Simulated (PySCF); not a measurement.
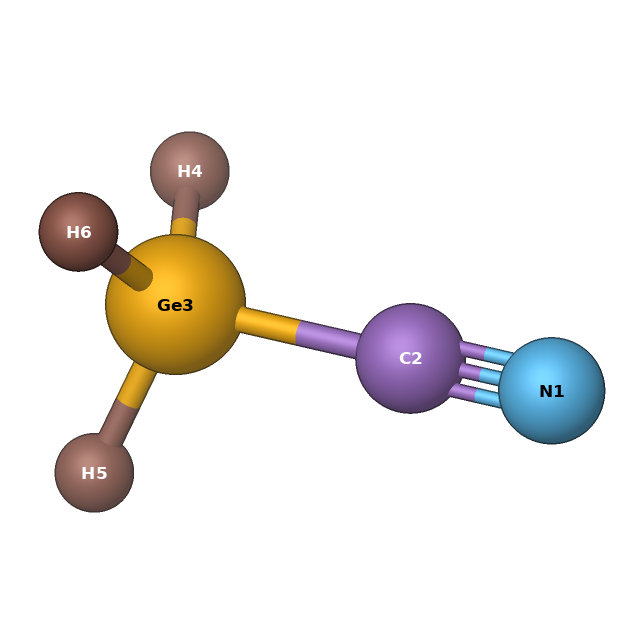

Computed geometry: GFN2-xTB optimisation. No frequency run is at hand to confirm it as a minimum. Level of theory: delta-SCF UKS SCAN, pcX-2 on the ionised atom, pcseg-1 elsewhere, spin-free X2C (PySCF 2.14.0).

Give the core-electron binding energies (to vacuum) of N1 1s, C2 1s.

```tsv
atom	level	binding energy (eV)
N1	1s	405.3
C2	1s	291.9
```

The geometry is semi-empirical. Around Ge such bond lengths and angles can be off by a tenth of an ångström or more and by several degrees, and values that hang on the shape move with them.
